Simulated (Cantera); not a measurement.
A closed system holds: 1 mol Si2H6, 12 mol O2, 0.13 mol H2, equilibrated at 0.133 bar.

These are equilibrium values from Cantera (NASA tables, ideal gas, pure condensed phases), not measurements of a reactor. Candidate condensed phases: H2O, Si, SiO2; 18 gas species. The feed counts by its element totals alone. Kinetics and transport are ignored.

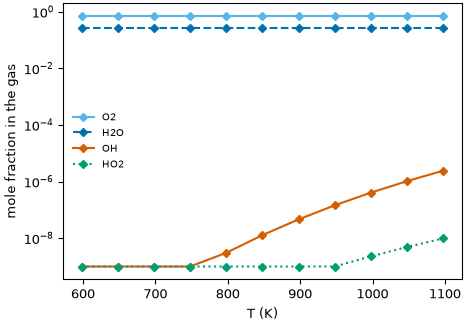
Fig. 1. Equilibrium gas composition (values under 1e-9 drawn at 1e-9)

From 598 K to 798 K the condensed part is SiO2(α-quartz). From 848 K to 1098 K the condensed part is SiO2(β-quartz).
